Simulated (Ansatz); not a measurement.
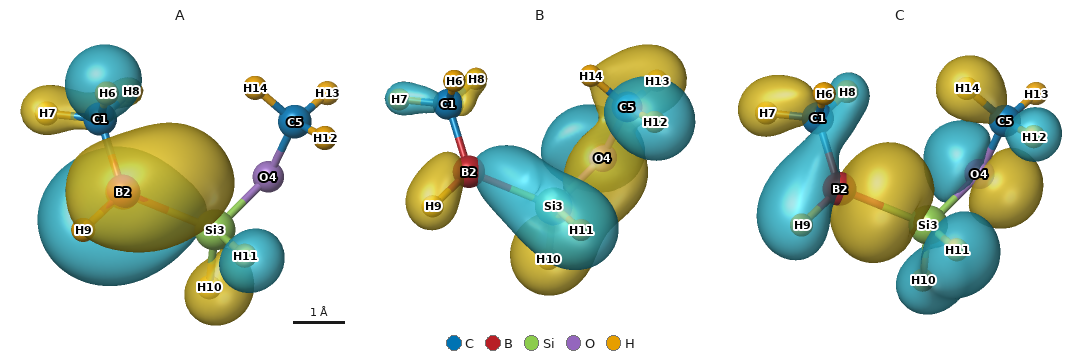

The picture shows: C2H9BOSi (SMILES CB[SiH2]OC). Three frontier orbitals at ±0.08 Å⁻³ᐟ² (yellow and cyan are the two phases), in no order.

Geometry: PBE0-D4/def2-TZVP.

These are results of RKS PBE0-D4/def2-TZVPP (Ansatz 0.2.0), not measurements.

```tsv
atom	x (Å)	y (Å)	z (Å)
C	-1.6013	0.5619	1.1496
B	-0.2823	-0.1404	1.5694
Si	1.0357	-0.9911	0.3048
O	0.6078	-0.9503	-1.2932
C	0.5977	0.2523	-2.0206
H	-1.3279	1.6319	1.1124
H	-2.4016	0.4979	1.8912
H	-1.9834	0.3052	0.1600
H	0.0123	-0.1526	2.7360
H	1.1816	-2.4356	0.6378
H	2.3741	-0.3374	0.4746
H	1.5995	0.6956	-2.0785
H	0.2561	0.0398	-3.0355
H	-0.0810	0.9935	-1.5792
```

> Order the three orbitals by energy and name them.

B is the HOMO−1 (−8.48 eV). It lies mainly on O4 (about 45 %), Si3 (about 15 %), C5 (about 10 %), H11 (about 5 %) and H12 (about 5 %). C is the HOMO (−7.31 eV). Its weight (Hirshfeld) is mainly on O4 (about 25 %), B2 (about 25 %) and Si3 (about 20 %). A is the LUMO (−1.80 eV). Its weight (Hirshfeld) is mainly on B2 (about 55 %), Si3 (about 15 %), C1 (about 10 %) and H9 (about 5 %).

> What is the HOMO–LUMO gap?

5.51 eV between the orbital energies.
